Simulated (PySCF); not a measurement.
C5H10F3PSi

```xyz
20

F    -2.5304    1.6464    1.0431
C    -1.2475    1.6869    0.5997
F    -0.4728    1.6688    1.7237
C    -0.9179    0.5219   -0.2983
C    -1.2355   -0.8250    0.3621
C    -0.4375   -1.9064   -0.3618
C     1.0329   -1.4747   -0.4181
Si    0.9496    0.4111   -0.7157
F     1.0695    0.7091   -2.3152
P     2.2029    1.9598    0.2949
H    -1.0942    2.6650    0.1187
H    -1.5088    0.6358   -1.2096
H    -2.3052   -1.0366    0.3326
H    -0.9275   -0.7879    1.4096
H    -0.5451   -2.8681    0.1403
H    -0.8211   -2.0092   -1.3783
H     1.5698   -2.0132   -1.1962
H     1.5224   -1.7045    0.5285
H     3.4020    1.4396   -0.1657
H     2.2892    1.2922    1.5025
```

Geometry: GFN2-xTB.

Computed with PySCF, PBE0/pcSseg-1, SCF density, gas phase, non-relativistic.

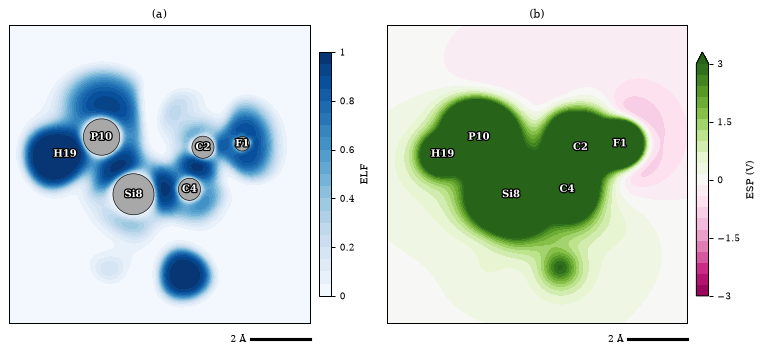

Figure 1. (a) electron localisation function; (b) electrostatic potential on the plane of atoms C4, Si8 and P10. Grey discs cover the atomic cores in the ELF map.

Describe what can be read from this map.

The plane passes through F, C, Si, P and H nuclei. C–F (1.36 Å): the ELF peaks at about 0.85 between the atoms; a shared but strongly polarised pair. C–C (1.51 Å): the ELF peaks at about 0.95 between the atoms, as expected for localised, covalent bonding. C–Si (1.92 Å): the ELF peaks at about 0.95 between the atoms, as expected for a shared electron pair. Si–P (2.23 Å): the ELF peaks at about 0.95 between the atoms; a shared electron pair. P–H (1.39 Å): the ELF climbs to about 1 towards the hydrogen, as it does in any bond to H. The ELF also peaks beside F1 and P10, away from the bonds: lone-pair regions. Outside the dense part of the molecule the potential is most negative (−1.0 V) near F1.

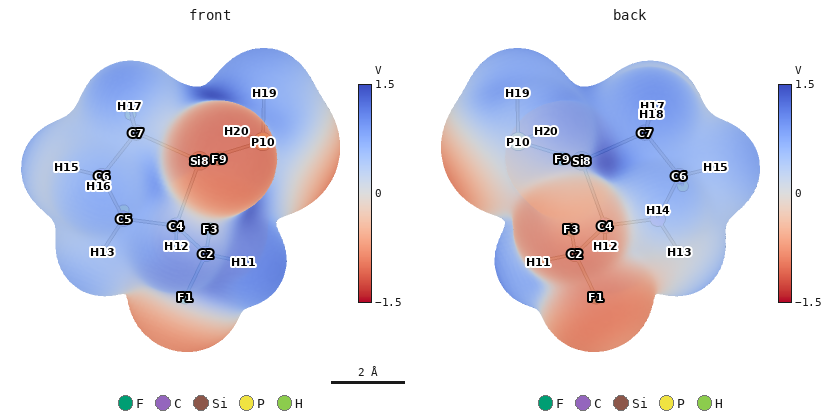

Figure 2. The molecular electrostatic potential painted on the density surface at 0.002 e/bohr³, seen from the front and from behind; red is negative and blue positive.

Which sites attract a positive test charge, and which a negative one?

A positive charge is drawn to the negative regions and a negative charge to the positive ones. The most negative region (about −1.0 V) lies over F9, the most positive (about +1.3 V) over Si8.

What dipole moment does the calculation give?

Its dipole moment is 2.16 D.
